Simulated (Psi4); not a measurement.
# BH2Cl (SMILES BCl) at OMP2/def2-TZVP (density fitting for correlation)

What is the vertical singlet–triplet gap of BH2Cl at OMP2/def2-TZVP (density fitting for correlation)? 

The calculation is run with Psi4 1.11.

2 further runs of the same task are left out: 2 set aside as unsound or not needed.

**1. The molecule**

BH2Cl has 4 atoms, charge 0, and is taken as a singlet. As SMILES, `BCl`. The shape is that of a PBE0-D4/def2-TZVP optimisation.

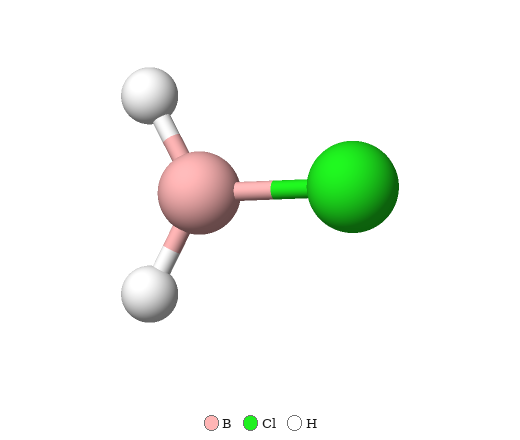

The structure, seen from a chosen angle (boron pink, chlorine green, hydrogen white).

**2. A single-point energy at OMP2/def2-TZVP (density fitting for correlation)**

The input, job.py:

```python
import psi4

psi4.set_memory(1600000000)
psi4.set_num_threads(1)
psi4.core.set_output_file('bclh2.out', False)

m = psi4.geometry("""
B     -0.22053104     0.04100706    -0.14229638
Cl     2.57947616    -0.74700874     1.36287048
H     -2.09041504    -1.05730177     0.45429016
H     -0.16365028     1.64935296    -1.71322570
units au
symmetry c1
no_reorient
no_com
""")

options = {'basis': 'def2-TZVP', 'reference': 'rhf', 'puream': True, 'e_convergence': 1e-09, 'd_convergence': 1e-08, 'scf_type': 'pk', 'num_frozen_docc': 6}
psi4.set_options(options)

result = psi4.energy('omp2', molecule=m)
print(f'omp2 energy: {result:.10f} Eh')
```

Launch:

```
$ python job.py
```

bclh2.out (excerpt; [...] marks lines left out):

```text
[...]
  Running in c1 symmetry.
[...]
  Nuclear repulsion =   37.783015980830257
[...]
  Multiplicity = 1
[...]
  Nalpha       = 12
  Nbeta        = 12
[...]
    Number of basis functions: 80
[...]
   @RHF iter   1:  -485.37728203679717   -5.40875e-01   1.96875e-03 DIIS/ADIIS
[...]
   @RHF iter  10:  -485.39000793581909   -2.39311e-11   7.75526e-09 DIIS
[...]
    Orbital Energies [Eh]
    ---------------------
    Doubly Occupied:
       1A   -104.836739     2A    -10.566914     3A     -8.033611
       4A     -8.032758     5A     -8.032370     6A     -7.663904
       7A     -1.118525     8A     -0.706906     9A     -0.566365
      10A     -0.543270    11A     -0.488173    12A     -0.439372
[...]
  @RHF Final Energy:  -485.39000793581909
   => Energetics <=
    Nuclear Repulsion Energy =             37.7830159808302568
    One-Electron Energy =                -744.2882294521432414
    Two-Electron Energy =                 221.1152055354939705
    Total Energy =                       -485.3900079358190851
[...]
 Multipole Moments:
 ------------------------------------------------------------------------------------
     Multipole            Electronic (a.u.)      Nuclear  (a.u.)        Total (a.u.)
 ------------------------------------------------------------------------------------
 L = 1.  Multiply by 2.5417464519 to convert [e a0] to [Debye]
 Dipole X            :        -40.7903955           40.4943742           -0.2960213
 Dipole Y            :         11.9854156          -11.9020621            0.0833535
 Dipole Z            :        -21.3575589           21.1983807           -0.1591782
 Magnitude           :                                                    0.3462862
[...]
	Warning: cc_lambda option is changed to TRUE
	For this residual convergence, default PCG convergence is:     1.00e-07
[...]
	DF-MP2 Total Energy (a.u.)         :  -485.67604242874296
[...]
	DF-MP2 Total Energy (a.u.)         :  -485.67914451847651
[...]
	DF-OMP2 Total Energy (a.u.)        :  -485.67914451847793
[...]
```

On the terminal:

```text
omp2 energy: -485.6791445185 Eh
```

Run time: 5.7 s. Hardware: 1 thread of Intel Xeon 6975P-C (Granite Rapids), shared host; peak memory 0.28 GiB.

**3. The triplet**

The input, bclh2.json:

```json
{
  "schema_name": "qcschema_input",
  "schema_version": 1,
  "molecule": {
    "schema_name": "qcschema_molecule",
    "schema_version": 2,
    "symbols": ["B", "Cl", "H", "H"],
    "geometry": [-0.22053104, 0.04100706, -0.14229638, 2.57947616, -0.74700874, 1.36287048, -2.09041504, -1.05730177, 0.45429016, -0.16365028, 1.64935296, -1.7132257],
    "molecular_charge": 0,
    "molecular_multiplicity": 3,
    "fix_symmetry": "c1",
    "fix_com": true,
    "fix_orientation": true
  },
  "driver": "energy",
  "model": {
    "method": "omp2",
    "basis": "def2-TZVP"
  },
  "keywords": {
    "reference": "uhf",
    "puream": true,
    "e_convergence": 1e-09,
    "d_convergence": 1e-08,
    "scf_type": "pk",
    "num_frozen_docc": 6,
    "maxiter": 200
  }
}
```

Launch:

```
$ psi4 --qcschema bclh2.json -n 1 --memory 1600MB
```

stdout (excerpt; [...] marks lines left out):

```text
[...]
  Running in c1 symmetry.
[...]
  Nuclear repulsion =   37.783015980830257
[...]
  Multiplicity = 3
[...]
  Nalpha       = 13
  Nbeta        = 11
[...]
    Number of basis functions: 80
[...]
   @UHF iter   1:  -485.16646597604506   -3.30058e-01   2.54978e-03 ADIIS/DIIS
[...]
   @UHF iter  18:  -485.20123580446153   -3.58114e-12   6.64303e-09 DIIS
[...]
   @S^2 Observed:                2.020844349E+00
[...]
  @UHF Final Energy:  -485.20123580446153
   => Energetics <=
    Nuclear Repulsion Energy =             37.7830159808302568
    One-Electron Energy =                -742.8453128605694928
    Two-Electron Energy =                 219.8610610752777461
    Total Energy =                       -485.2012358044615326
  UHF NO Occupations:
  HONO-2 :   11  A 1.9960136
  HONO-1 :   12  A 1.0000000
[...]
 Multipole Moments:
 ------------------------------------------------------------------------------------
     Multipole            Electronic (a.u.)      Nuclear  (a.u.)        Total (a.u.)
 ------------------------------------------------------------------------------------
 L = 1.  Multiply by 2.5417464519 to convert [e a0] to [Debye]
 Dipole X            :        -39.6555941           40.4943742            0.8387801
 Dipole Y            :         11.6660025          -11.9020621           -0.2360596
 Dipole Z            :        -20.7474762           21.1983807            0.4509046
 Magnitude           :                                                    0.9811172
[...]
	Warning: cc_lambda option is changed to TRUE
	For this residual convergence, default PCG convergence is:     1.00e-07
[...]
	DF-SCS-MP2 Total Energy (a.u.)     :  -485.47979601957877
	DF-SOS-MP2 Total Energy (a.u.)     :  -485.47944896997257
[...]
	DF-SCS-OMP2 Total Energy (a.u.)    :  -485.49062136567477
	DF-SOS-OMP2 Total Energy (a.u.)    :  -485.46602410016328
	DF-SCS(N)-OMP2 Total Energy (a.u.) :  -485.32306339513610
[...]
	DF-OMP2 Total Energy (a.u.)        :  -485.49434351873293
[...]
```

The result, in JSON:

```text
{
 "driver": "energy",
 "model": {
  "method": "omp2",
  "basis": "def2-TZVP"
 },
 "success": true,
 "return_result": -485.49434351873293,
 "properties": {
  "calcinfo_nbasis": 80,
  "calcinfo_nmo": 80,
  "calcinfo_nalpha": 13,
  "calcinfo_nbeta": 11,
  "calcinfo_natom": 4,
  "nuclear_repulsion_energy": 37.78301598083026,
  "return_energy": -485.49434351873293,
  "scf_one_electron_energy": -742.8453128605695,
  "scf_two_electron_energy": 219.86106107527775,
  "scf_dipole_moment": [0.838780052766019, -0.2360595922484272, 0.4509045606172677],
  "scf_total_energy": -485.20123580446153,
  "scf_iterations": 18,
  "mp2_same_spin_correlation_energy": -0.06524418701327225,
  "mp2_opposite_spin_correlation_energy": -0.21401012731618396,
  "mp2_singles_energy": 0.0,
  "mp2_doubles_energy": -0.2792543143294562,
  "mp2_correlation_energy": -0.2792543143294779,
  "mp2_total_energy": -485.480490118791
 }
}
```

Run time: 15 s. Hardware: 1 thread of Intel Xeon 6975P-C (Granite Rapids), shared host; peak memory 0.27 GiB.

**4. What came out**

At OMP2/def2-TZVP (density fitting for correlation), 6 core orbitals frozen:

```
                                                           quantity          value
                                              singlet: total energy  -485.67914 Eh
                       singlet: HOMO energy (Hartree–Fock orbitals)      -11.96 eV
                       singlet: LUMO energy (Hartree–Fock orbitals)        1.71 eV
                     singlet: HOMO–LUMO gap (Hartree–Fock orbitals)       13.67 eV
               singlet: correlation energy (6 core orbitals frozen)     -289.1 mEh
                                              triplet: total energy  -485.49434 Eh
triplet: HOMO energy (Hartree–Fock orbitals) (highest over α and β)       -6.63 eV
 triplet: LUMO energy (Hartree–Fock orbitals) (lowest over α and β)       -2.87 eV
               triplet: correlation energy (6 core orbitals frozen)     -293.1 mEh
                         triplet: ⟨S²⟩ of the reference determinant          2.021
                   vertical energy of the triplet above the singlet       5.029 eV
```

**Reading.** At this shape the triplet lies 5.03 eV (116 kcal/mol) above the singlet.
